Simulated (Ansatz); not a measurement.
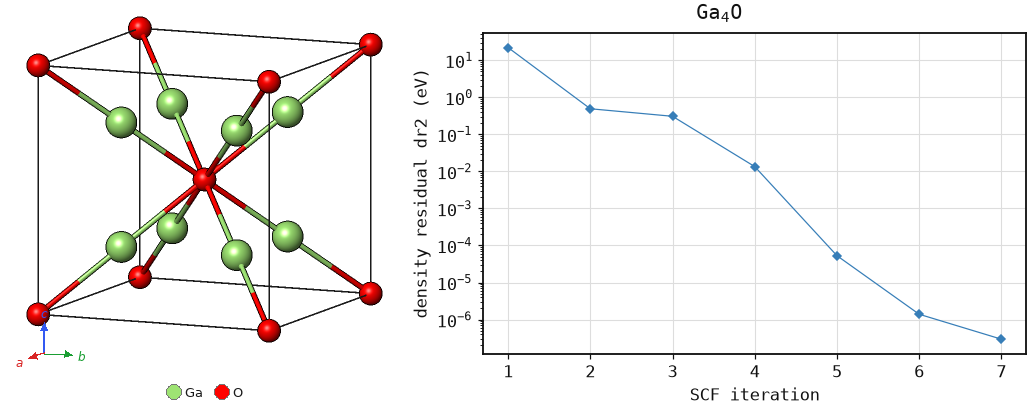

Beside the plot: the structure in its conventional cell.

The plot shows the SCF iterations of a calculation: density residual dr2.

Ga4O (5 atoms in the cell), run with Ansatz.

```
crystal:
  lattice:
    - [-2.8222881632, 2.8222881632, 2.8222881632]
    - [2.8222881632, -2.8222881632, 2.8222881632]
    - [2.8222881632, 2.8222881632, -2.8222881632]
  atoms:
    - { symbol: Ga, position: [0.5, 0.5, 0.5] }
    - { symbol: Ga, position: [0.0, 0.0, 0.5] }
    - { symbol: Ga, position: [0.0, 0.5, 0.0] }
    - { symbol: Ga, position: [0.5, 0.0, 0.0] }
    - { symbol: O, position: [0.0, 0.0, 0.0] }
kpoints:
  mp_grid: { grid: [10, 10, 10] }
hamiltonian:
  xc: pbe
  pseudopotentials: { kind: paw, source: ansatz }
scf:
  occupations: { method: gaussian, width: 0.1 }
  lower_state_search: light
output:
  forces: true
  eigenvalues: true
  stress: true
```

Run as:
```bash
ansatz run input.yaml --threads 1 --pin off --max-ram 2560MiB --backend cpu --events-out ev --progress --plain --runs-dir out
```

**Was self-consistency reached?**

It did not finish: the time limit cut it off after 7 iterations. The residual is still falling at the last step (down to 2.9 × 10⁻⁷).
